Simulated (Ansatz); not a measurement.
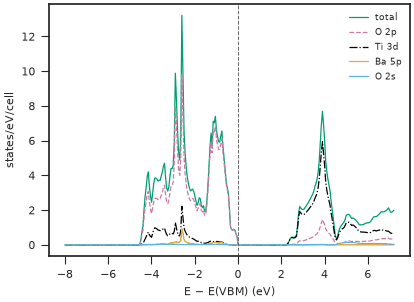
Total and projected density of states of BaTiO3 in space group P4mm (No. 99; Ba on 1b, Ti on 1a, O on 2c, O on 1a), the program Ansatz at the r²SCAN level (PAW)

Which orbitals carry the states next to the gap?

Top 1 eV of the valence band: O 2p 94 %. Bottom 1 eV of the conduction band: Ti 3d 86 %, O 2p 11 %. Projections are on Löwdin-orthogonalised atomic valence shells; empty p or d shells of many metals are not among them.

Where is the tallest occupied peak in this window, and what makes it?

Near -2.6 eV, about 13 states/eV per cell; the largest projected share is O 2p.

The r²SCAN relaxation kept the symmetry of its start. At this level the phase is dynamically unstable (imaginary phonons). No spin polarisation was allowed. Scalar-relativistic: spin–orbit coupling is off unless named, which matters more the heavier the elements.

Potentials: the earlier of the program's two PAW sets.
